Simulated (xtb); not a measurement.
## Run report: CH$_{8}$AlN, energy and gradient calculation

System: CH$_{8}$AlN.
Method: GFN2-xTB, ALPB solvent acetonitrile (xtb 6.7.1).

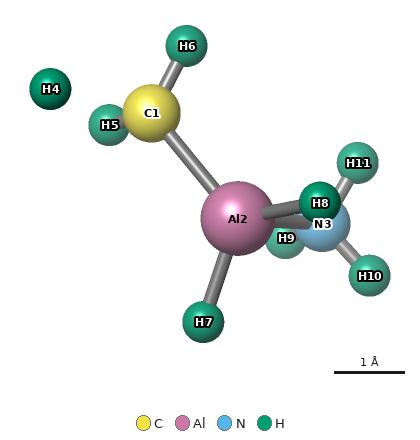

**Figure 1.** The structure as given in the input (ball-and-stick view, seen at a tilt; atoms are numbered from 1 in the order of the input). Sticks mark near contacts. Bond lengths as drawn: Al–C 2.00 Å, Al–H 1.57 Å, Al–N 2.08 Å, C–H 1.10 Å and H–N 1.02 Å.

The input (geo.gen)
```
11 C
 C Al N H
   1  1     -0.29531900      1.06038700      0.13440200
   2  2      0.64529100     -0.70189300      0.03279200
   3  3      2.56428100     -0.18755300      0.63487200
   4  4     -2.39783000      0.86897000     -0.45931000
   5  4      0.11999100      1.83359700     -0.52447800
   6  4     -0.31955900      1.50110700      1.13921200
   7  4      1.07619100     -1.28487300     -1.35683800
   8  4      0.42471100     -1.77544300      1.15338200
   9  4      2.99529100      0.49065700      0.01256200
  10  4      3.12581100     -1.03432300      0.62190200
  11  4      2.57355100      0.18642700      1.58001200
```

Run on 1 thread of AMD EPYC (Zen 5), 176 GiB of memory available, shared host.

Command:
```bash
xtb geo.gen --chrg 0 --uhf 0 --dipole --grad --alpb acetonitrile > geo.out 2> xtb.err
```

The program's output
```
* xtb version 6.7.1
   ID    Z sym.   atoms
    1    6 C      1
    2   13 Al     2
    3    7 N      3
    4    1 H      4-11

           -------------------------------------------------
          |                Calculation Setup                |
           -------------------------------------------------

          program call               : xtb geo.gen --chrg 0 --uhf 0 --dipole --grad --alpb acetonitrile
          coordinate file            : geo.gen
          omp threads                :                     1

molecular fragmentation (1/2 indicates fragments):
11121111111
# atoms in fragment 1/2:    10     1
 fragment masses (1/2) :       60.05        1.01
CMA distance (Bohr)    :   6.824
constraining FC (au)   :  0.0500

           -------------------------------------------------
          |                 G F N 2 - x T B                 |
           -------------------------------------------------

      * Hamiltonian:
        H0-scaling (s, p, d)           1.850000    2.230000    2.230000
        zeta-weighting                 0.500000
      * Dispersion:
        s8                             2.700000
        a1                             0.520000
        a2                             5.000000
        s9                             5.000000
      * Repulsion:
        kExp                           1.500000    1.000000
        rExp                           1.000000
      * Coulomb:
        alpha                          2.000000
        third order                    shell-resolved
        anisotropic                    true
        a3                             3.000000
        a5                             4.000000
        cn-shift                       1.200000
        cn-exp                         4.000000
        max-rad                        5.000000

      * Solvation model:               ALPB
        Solvent                        acetonitrile
        Parameter file                 internal GFN2-xTB/ALPB
        Dielectric constant                3.7500E+01
        Reference state                gsolv [1 M gas/solution]
        Free energy shift                  5.1987E-03 Eh       3.2622E+00 kcal/mol
        Temperature                        2.9815E+02 K
        Density                            7.8600E-01 kg/L
        Solvent mass                       4.1050E+01 g/mol
        Interaction kernel             P16
        Born radius scaling (c1)           1.7214E+00
        Born radii integrator          GBOBC
        Born offset                        0.0000E+00 a0       0.0000E+00 AA
        H-bond correction              true
        Ion screening                  false
        Surface tension                    1.0000E-05 Eh       1.5569E+01 dyn/cm
        Grid points                               230 per atom

          ...................................................
          :                      SETUP                      :
          :.................................................:
          :  # basis functions                  26          :
          :  # atomic orbitals                  25          :
          :  # shells                           15          :
          :  # electrons                        20          :
          :  max. iterations                   250          :
          :  Hamiltonian                  GFN2-xTB          :
          :  restarted?                      false          :
          :  GBSA solvation                   true          :
          :  PC potential                    false          :
          :  electronic temp.          300.0000000     K    :
          :  accuracy                    1.0000000          :
          :  -> integral cutoff          0.2500000E+02      :
          :  -> integral neglect         0.1000000E-07      :
          :  -> SCF convergence          0.1000000E-05 Eh   :
          :  -> wf. convergence          0.1000000E-03 e    :
          :  Broyden damping             0.4000000          :
          :  net charge                          0          :
          :  unpaired electrons                  0          :
          ...................................................

 iter      E             dE          RMSdq      gap      omega  full diag
   1    -10.0259400 -0.100259E+02  0.924E+00    2.33       0.0  T
   2    -10.1334664 -0.107526E+00  0.832E+00    2.11       1.0  T
   3    -10.1965446 -0.630781E-01  0.632E+00    2.15       1.0  T
   4    -10.1873383  0.920624E-02  0.363E+00    2.03       1.0  T
   5    -10.2063674 -0.190291E-01  0.106E+00    1.98       1.0  T
   6    -10.2064986 -0.131229E-03  0.675E-01    1.97       1.0  T
   7    -10.2068461 -0.347472E-03  0.138E-01    1.99       1.0  T
   8    -10.2068595 -0.134408E-04  0.135E-01    1.99       1.0  T
   9    -10.2068641 -0.458640E-05  0.393E-02    1.99       1.0  T
  10    -10.2068688 -0.467973E-05  0.141E-02    1.99       2.1  T
  11    -10.2068690 -0.183105E-06  0.332E-03    1.99       9.1  T
  12    -10.2068690 -0.161138E-08  0.609E-04    1.99      49.5  T
  13    -10.2068690 -0.365844E-09  0.221E-04    1.99     136.4  T

   *** convergence criteria satisfied after 13 iterations ***

         #    Occupation            Energy/Eh            Energy/eV
      -------------------------------------------------------------
         1        2.0000           -0.6515941             -17.7308
       ...           ...                  ...                  ...
         4        2.0000           -0.5566114             -15.1462
         5        2.0000           -0.5132463             -13.9661
         6        2.0000           -0.4722193             -12.8497
         7        2.0000           -0.4482594             -12.1978
         8        2.0000           -0.4156127             -11.3094
         9        2.0000           -0.3930234             -10.6947
        10        2.0000           -0.3912879             -10.6475 (HOMO)
        11                         -0.3181355              -8.6569 (LUMO)
        12                         -0.1535868              -4.1793
        13                         -0.1362439              -3.7074
        14                         -0.1024151              -2.7869
        15                         -0.0699355              -1.9030
       ...                                ...                  ...
        25                          1.0201725              27.7603
      -------------------------------------------------------------
                  HL-Gap            0.0731523 Eh            1.9906 eV
             Fermi-level           -0.3547117 Eh           -9.6522 eV

 SCC (total)                   0 d,  0 h,  0 min,  0.003 sec
 SCC setup                      ...        0 min,  0.000 sec (  5.875%)
 Dispersion                     ...        0 min,  0.000 sec (  1.073%)
 classical contributions        ...        0 min,  0.000 sec (  0.319%)
 integral evaluation            ...        0 min,  0.000 sec ( 12.443%)
 iterations                     ...        0 min,  0.002 sec ( 55.827%)
 molecular gradient             ...        0 min,  0.001 sec ( 22.813%)
 printout                       ...        0 min,  0.000 sec (  1.438%)

         :::::::::::::::::::::::::::::::::::::::::::::::::::::
         ::                     SUMMARY                     ::
         :::::::::::::::::::::::::::::::::::::::::::::::::::::
         :: total energy             -10.098628145633 Eh    ::
         :: total w/o Gsasa/hb       -10.084268349811 Eh    ::
         :: gradient norm              0.054133808838 Eh/a0 ::
         :: HOMO-LUMO gap              1.990576353323 eV    ::
         ::.................................................::
         :: SCC energy               -10.206863589341 Eh    ::
         :: -> isotropic ES            0.065881967566 Eh    ::
         :: -> anisotropic ES          0.007841740556 Eh    ::
         :: -> anisotropic XC          0.004884113022 Eh    ::
         :: -> dispersion             -0.006153346170 Eh    ::
         :: -> Gsolv                  -0.034888852345 Eh    ::
         ::    -> Gelec               -0.020529056523 Eh    ::
         ::    -> Gsasa               -0.010342201180 Eh    ::
         ::    -> Ghb                 -0.009216249393 Eh    ::
         ::    -> Gshift               0.005198654751 Eh    ::
         :: repulsion energy           0.108235443709 Eh    ::
         :: add. restraining           0.000000000000 Eh    ::
         :: total charge               0.000000000000 e     ::
         :::::::::::::::::::::::::::::::::::::::::::::::::::::

           -------------------------------------------------
          |                Property Printout                |
           -------------------------------------------------

    * Orbital Energies and Occupations

         #    Occupation            Energy/Eh            Energy/eV
      -------------------------------------------------------------
         1        2.0000           -0.6515941             -17.7308
         2        2.0000           -0.5779579             -15.7270
         3        2.0000           -0.5586035             -15.2004
         4        2.0000           -0.5566114             -15.1462
         5        2.0000           -0.5132463             -13.9661
         6        2.0000           -0.4722193             -12.8497
         7        2.0000           -0.4482594             -12.1978
         8        2.0000           -0.4156127             -11.3094
         9        2.0000           -0.3930234             -10.6947
        10        2.0000           -0.3912879             -10.6475 (HOMO)
        11                         -0.3181355              -8.6569 (LUMO)
        12                         -0.1535868              -4.1793
        13                         -0.1362439              -3.7074
        14                         -0.1024151              -2.7869
        15                         -0.0699355              -1.9030
        16                         -0.0423131              -1.1514
        17                          0.0112468               0.3060
        18                          0.1201845               3.2704
        19                          0.1719057               4.6778
        20                          0.1760720               4.7912
        21                          0.1864782               5.0743
       ...                                ...                  ...
        25                          1.0201725              27.7603
      -------------------------------------------------------------
                  HL-Gap            0.0731523 Eh            1.9906 eV
             Fermi-level           -0.3547117 Eh           -9.6522 eV

     #   Z          covCN         q      C6AA      α(0)
     1   6 C        2.682    -0.109    30.742     9.074
     2  13 Al       3.334     0.290    95.129    19.875
     3   7 N        3.324    -0.337    28.654     7.950
     4   1 H        0.000    -0.294    53.733    13.403
     5   1 H        0.924     0.089     1.889     2.149
     6   1 H        0.924     0.089     1.889     2.149
     7   1 H        0.877    -0.236    14.054     5.869
     8   1 H        0.877    -0.236    14.045     5.867
     9   1 H        0.860     0.245     0.904     1.489
    10   1 H        0.860     0.256     0.862     1.454
    11   1 H        0.860     0.245     0.905     1.490

 Mol. C6AA /au·bohr⁶  :       1655.652109
 Mol. C8AA /au·bohr⁸  :      47957.961886
 Mol. α(0) /au        :         70.771049

Wiberg/Mayer (AO) data.
largest (>0.10) Wiberg bond orders for each atom

 ---------------------------------------------------------------------------
     #   Z sym  total        # sym  WBO       # sym  WBO       # sym  WBO
 ---------------------------------------------------------------------------
     1   6 C    3.649 --     5 H    0.939     6 H    0.939     2 Al   0.922
                             4 H    0.771
     2  13 Al   3.545 --     1 C    0.922     8 H    0.859     7 H    0.859
                             3 N    0.606     4 H    0.131
     3   7 N    3.400 --     9 H    0.916    11 H    0.916    10 H    0.911
                             2 Al   0.606
     4   1 H    0.912 --     1 C    0.771     2 Al   0.131
     5   1 H    0.992 --     1 C    0.939
     6   1 H    0.992 --     1 C    0.939
     7   1 H    0.944 --     2 Al   0.859
     8   1 H    0.944 --     2 Al   0.859
     9   1 H    0.940 --     3 N    0.916
    10   1 H    0.933 --     3 N    0.911
    11   1 H    0.940 --     3 N    0.916
 ---------------------------------------------------------------------------

Topologies differ in total number of bonds
Writing topology from bond orders to xtbtopo.mol

molecular dipole:
                 x           y           z       tot (Debye)
 q only:        3.496       0.772       1.072
   full:        3.462       1.084       1.126       9.654
molecular quadrupole (traceless):
                xx          xy          yy          xz          yz          zz
 q only:        8.983       4.338      -5.586       4.445       0.978      -3.397
  q+dip:       10.754       3.640      -6.001       5.193       1.023      -4.753
   full:       12.299       5.551      -6.667       6.299       1.643      -5.632

           -------------------------------------------------
          | TOTAL ENERGY              -10.098628145633 Eh   |
          | GRADIENT NORM               0.054133808838 Eh/α |
          | HOMO-LUMO GAP               1.990576353323 eV   |
           -------------------------------------------------

------------------------------------------------------------------------
------------------------------------------------------------------------
 total:
 *  cpu-time:     0 d,  0 h,  0 min,  0.009 sec
 * ratio c/w:     1.000 speedup
 SCF:
 *  cpu-time:     0 d,  0 h,  0 min,  0.003 sec
 * ratio c/w:     1.000 speedup
```

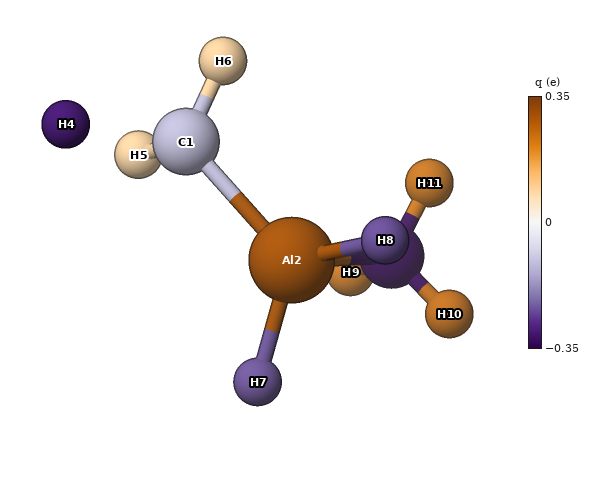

**Figure 2.** Mulliken charges, as the colour of each atom (ball-and-stick view, seen at a tilt; atoms are numbered from 1 in the order of the input). By element: C −0.11, Al +0.29, N −0.34 and H −0.29 to +0.26 e.

Results in brief

| quantity | value |
| --- | --- |
| outcome | converged |
| electrons treated | 20 |
| total energy | −10.098628 hartree |
| dispersion energy | −0.006153 hartree |
| solvation energy | −0.034889 hartree |
| basis functions | 26 |
| largest force | 2.418 eV/Å |
| HOMO | −10.65 eV |
| LUMO | −8.66 eV |
| dipole moment | 9.66 D |
| peak memory | 0.071 GiB |
